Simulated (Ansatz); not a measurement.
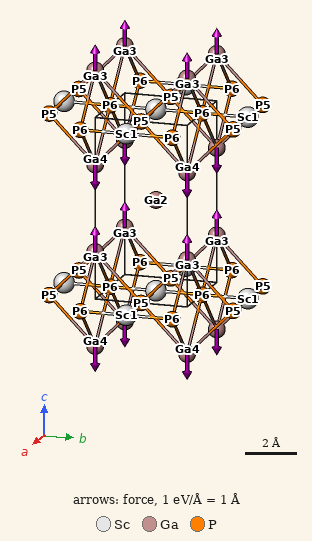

Starting geometry of solid ScGa$_{3}$P$_{2}$ (a generated structure, set up in P4/mmm) (coarse preliminary run) with the computed forces as purple arrows. The picture is a ball-and-stick view of the cell of the calculation, seen slightly off an axis.

The calculation used DFT PBE, scalar-relativistic, plane waves, PAW in Ansatz. (plane-wave cutoff 420 eV; k-point mesh 4 × 4 × 2; occupations gaussian; smearing width 0.1 eV; no spin polarisation; cell and atoms relaxed; force threshold 0.04 eV/Å; at most 70 steps)

### Is this structure relaxed? If not, where do the atoms go?

It isn't relaxed: the largest force vector, on Ga atoms, is 1.09 eV/Å. Measured relative to the changing cell, the final displacements run against the starting forces (cosine between the two patterns −1.00). The largest moves relative to the cell, 0.058 Å, are those of Ga3 and Ga4. Ga3 goes along −c. Sc and P stay in place. Cell: a = b 3.861 → 5.042 Å (+30.6 %), c 7.528 → 5.431 Å (−27.9 %). Volume +23.0 %. Among the contacts that change: Ga3–Ga4 3.901 → 2.698 Å, Sc1–Ga2 3.764 → 2.716 Å, Ga3–Ga4 (another image) 3.628 → 2.734 Å, P5–P6 2.730 → 3.565 Å. New bonds form: Sc1–Ga2 (3.76 → 2.72 Å). Among the angles between lasting bonds that change: Ga3–P5–Ga4 90.6° → 56.3°, P5–Ga4–P5 89.4° → 123.7°, Ga3–P5–Ga3 89.4° → 123.7°. The space group stays P4/mmm (No. 123). Over 15 accepted moves (17 points after the start) the energy falls by 1815 meV per atom. The largest force component goes from 1.1 to 0.02 eV/Å. Pressure: 36.39 GPa at the start and −0.01 GPa at the end. At 2 points the geometry stayed and the basis and grid were re-selected for the new cell (energy shift of 72.7 meV per atom at most each time). Cost: 33 s on 1 thread of AMD EPYC 9R45 96-Core Processor (Zen 5) (shared host), peak memory 0.49 GiB.

Limits of the set-up: the k-point mesh is coarse for a cell with partly filled bands.
